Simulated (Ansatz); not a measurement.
# Ca2P (built on the sites of a database entry of Ba2N): phonons and vibrational spectra, part 2 of 2

Aim: the vibrations of Ca2P (built on the sites of a database entry of Ba2N), their spectra, and whether the structure is stable.

Ansatz 0.2.0; DFT PBEsol, scalar-relativistic, plane waves, norm-conserving pseudopotentials.

So far. Step 4 (Relaxing to small forces for the phonons): The largest force component left is 0.054 meV/Å and the pressure is -0.001 GPa, within the tolerances set. The cell now holds 33.49 Å³/atom. The relaxed cell has a = 4.155, c = 20.156 Å (conventional setting).

The structure was built from a prototype and need not be the compound's stable phase.

### 5. Linear response at the zone centre

The zone centre is the only wavevector solved here; it holds the modes that light can see, as far as symmetry allows. No field response is asked, since the mesh shows no gap.

input.yaml reads:

```yaml
crystal:
  lattice:
    - [2.0777171909, 1.1995688624, 6.7185897912]
    - [-2.0777171909, 1.1995688624, 6.7185897912]
    - [0.0, -2.3991428759, 6.7185888715]
  atoms:
    - { symbol: Ca, position: [0.2615249301, 0.2615249301, 0.2615249301] }
    - { symbol: Ca, position: [0.7384750699, 0.7384750699, 0.7384750699] }
    - { symbol: P, position: [0.0, 0.0, 0.0] }
kpoints:
  mp_grid: { grid: [12, 12, 12] }
hamiltonian:
  xc: pbesol
  pseudopotentials: { kind: nc }
scf:
  occupations: { method: methfessel_paxton, width: 0.2 }
output:
  eigenvalues: true
phonons:
  method: dfpt
```

Run with:

```sh
ansatz run input.yaml --threads 8 --pin off --max-ram 14336MiB --backend cpu --events-out ev --progress --plain --runs-dir out
```

Numbers of over 12 decimals in the logs are rounded to 6 here.

Log:

```text
[...]
Crystal: 3 atoms, lattice volume = 100.471 Å³
Basis set: ecut = 925.187132 eV, 6417 PW (Γ), exchange–correlation on 144×144×144 points (8 copies of the dense FFT grid, shifted against one another)
Bands: 17, of which v1, the nominal top of the filled ones, is band 13 counted from 1 (12 counted from 0)
Symmetry: 12 space group operations
k-points: 476 of 1728 (irreducible under 2 space group operations, time reversal used)
[...]
SCF iter   1: F=—  HF=-2294.497868 eV  |F-HF|=—  |Δ(HF+E_count)|=         —  Δρ=2.52e-2  dr2=1.69e0  ethr=3.10e-3  ⟨swp⟩=12.9  Hψ=75211  notcnv=0
[...]
SCF iter  13: F=-2293.993014 eV  HF=-2293.993014 eV  |F-HF|=0.00e0  |Δ(HF+E_count)|=  2.46e-11  S|Δr|=    0.00e0  Δρ=4.83e-8  dr2=4.22e-12  ethr=1.00e-12  ⟨swp⟩=11.3  Hψ=60526  notcnv=0
SCF 1 converged in 13 iterations: F = -2293.993014 eV  dr2 = 4.22e-12
DFPT response loops at Γ: preconditioner auto → Kerker (q_TF=auto, 2.164 Å⁻¹) (partly filled bands, converged f_vac=0.000); β = 1.00, the filter's whole step (`scf.mixing.beta` (0.50) is not read by the response loops under this deck's `scf.mixing.preconditioner`; to damp them name `kerker` or `kerker_dos`, under which they read `scf.mixing.beta`, and type it under 1.00, their step now; both keys bind the ground state too); Broyden in place of MSR1
SCF converged after 13 iterations
[...]
Free energy (F): -2293.993014 eV
[...]
Internal energy: -2293.992212 eV  (E = F + TS)
E sigma→0 (E₀):  -2293.992814 eV
Entropy (-TS):   -0.000803 eV (-0.268 meV/atom)
Fermi energy:    5.212269 eV
[...]
--- Band table (eV; the first three rows and the last of 476) ---
  k-point 0: bands = [... 9 lower, 2.2027, 3.5630, 3.9708, 3.9708, 7.4745, 7.4745, 7.8410, 8.4265]
  k-point 1: bands = [... 9 lower, 2.2643, 3.4143, 3.9586, 4.0417, 7.3287, 7.5323, 7.8804, 8.1870]
  k-point 2: bands = [... 9 lower, 2.4403, 3.0738, 3.9244, 4.2082, 6.9623, 7.6991, 7.7801, 8.0345]
  k-point 475: bands = [... 9 lower, 1.6578, 3.9898, 3.9898, 4.9956, 6.7340, 7.6025, 7.6025, 7.9948]
--- Phonons (Γ-DFPT): 4 representative perturbations + reference, on 476 of 1728 k-points (Σ response iterations 12) ---
  k mesh reduced under 2 symmetry operations, with k and −k counted as one. Each operation leaves every solved perturbation unchanged. A smaller set is not used because it would not reduce the number of displacements times k-points to solve
  ASR residual: 1.598e-5 → 0.000e0 eV/Å²; symmetrization residual: 1.291e-4 eV/Å²
  ASR residual per site (eV/Å²): 1.60e-5 1.60e-5 1.55e-5
  Γ frequencies (cm⁻¹): 0.00 0.00 0.00 157.69 157.69 228.09 249.91 257.90 257.90
  non-analytic LO–TO correction: not included (Born effective charges unavailable; polar crystals: no LO–TO splitting at Γ)
```

The job ended after 2.9 min (8 threads of Arm Neoverse V2, shared host; peak memory 7.5 GiB; 22 min of CPU time).

Reading the cycles: dr2 is the Hartree energy of the density residual (eV), the measure of convergence; HF is the Harris–Foulkes estimate of the energy, which meets the free energy F at convergence.

Numbers from this step:

* sum-rule residual before enforcement: 1.60e-5 eV/Å²
* point group: -3m
* highest optical mode at the zone centre (no LO-TO term): 257.9 cm⁻¹
* lowest optical zone-centre mode: 157.7 cm⁻¹

Patterns of degenerate modes are one choice out of their space. The modes at Γ (shares of kinetic energy by element, %):

| mode | frequency (cm⁻¹) | symmetry | Ca % | P % |
| --- | --- | --- | --- | --- |
| 1 | 0.0 | acoustic | 72 | 28 |
| 2 | 0.0 | acoustic | 72 | 28 |
| 3 | 0.0 | acoustic | 72 | 28 |
| 4 | 157.7 | Eg | 100 | 0 |
| 5 | 157.7 | Eg | 100 | 0 |
| 6 | 228.1 | A1g | 100 | 0 |
| 7 | 249.9 | A2u | 28 | 72 |
| 8 | 257.9 | Eu | 28 | 72 |
| 9 | 257.9 | Eu | 28 | 72 |

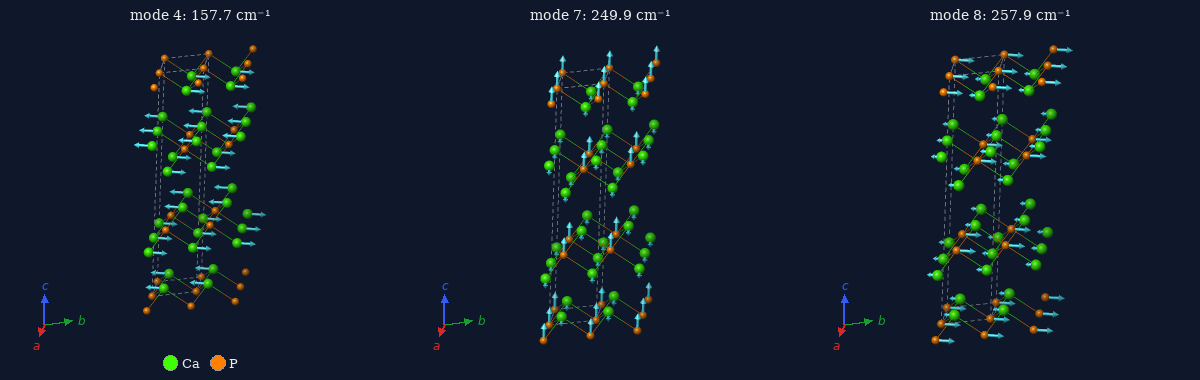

Displacement patterns of modes 4, 7 and 8 at Γ; arrows are exaggerated. Bonds to atoms that aren't drawn are left out. 2×2×1 conventional cells are drawn. Some periodic images of atoms are drawn too.

Before it was imposed, the acoustic sum rule was missed by 1.6e-5 eV/Å². Small misses are needed for a sound result but don't prove that mesh and cutoff are converged. The lowest optical mode is real, 158 cm⁻¹.

### 6. Isotope substitution

An isotope changes the mass and not the force constants, so no new electronic calculation is needed; the shifts show which modes move this element.

The same force constants with the mass of Ca changed from 40.078 to 47.953 u (phonopy, no LO-TO term). Both lists are sorted by frequency; levels can cross, so a row need not hold one and the same mode. Modes under 3 cm⁻¹ are left out. Isotope shifts, by row:

| q | rank | natural mass (cm⁻¹) | changed mass (cm⁻¹) |
| --- | --- | --- | --- |
| 0 0 0 | 4 | 157.7 | 144.2 |
| 0 0 0 | 5 | 157.7 | 144.2 |
| 0 0 0 | 6 | 228.1 | 208.5 |
| 0 0 0 | 7 | 249.9 | 244.1 |
| 0 0 0 | 8 | 257.9 | 251.9 |
| 0 0 0 | 9 | 257.9 | 251.9 |

A mode of this element alone would shift by -8.58 %. The highest zone-centre frequency without the field goes from 257.9 to 251.9 cm⁻¹ (-2.3 %). The product of the frequency ratios over all optical modes at Γ is 0.712; the product rule, (m/m′)^(3k/2) (M′/M)^(3/2) with k = 2 such atoms and M the mass of the cell, gives 0.712.

### 7. What came out

```json
{"space group after relaxation (within 0.01 Å)": "R-3m", "volume per atom": "33.5 Å³", "electronic character": "no gap on this mesh", "highest optical mode at the zone centre (no LO-TO term)": "258 cm⁻¹", "lowest optical zone-centre mode": "158 cm⁻¹", "imaginary modes at Γ (the only wavevector solved)": "none"}
```

**Reading.** The structure is stable against zone-centre distortions, since no mode there is imaginary; other wavevectors were not solved, so zone-boundary instabilities are untested. The optical modes at Γ span 158 to 258 cm⁻¹. No dispersion was computed. The highest mode in this list at Γ, 257.9 cm⁻¹, is mostly motion of P (72 % of the kinetic energy). With no gap, or one that is small against the smearing, the frequencies hang on the k mesh and the smearing, most of all near Kohn anomalies. The phonon runs are without spin polarisation, although the cell has an odd electron count. The starting cell was built on a prototype and not taken from a measurement, so the phase need not exist. These are harmonic frequencies at zero temperature: anharmonic shifts, linewidths and thermal expansion are left out.

[Logs are printed without paths, hosts, clocks, repeated set-up lines and the standing remarks that a program may print on its own settings, such as how far it seeks lower states.]

[Hosts, paths, dates, database ids (printed as entryN), source tags and the programs' standing remarks are cut or masked in the printed files.]
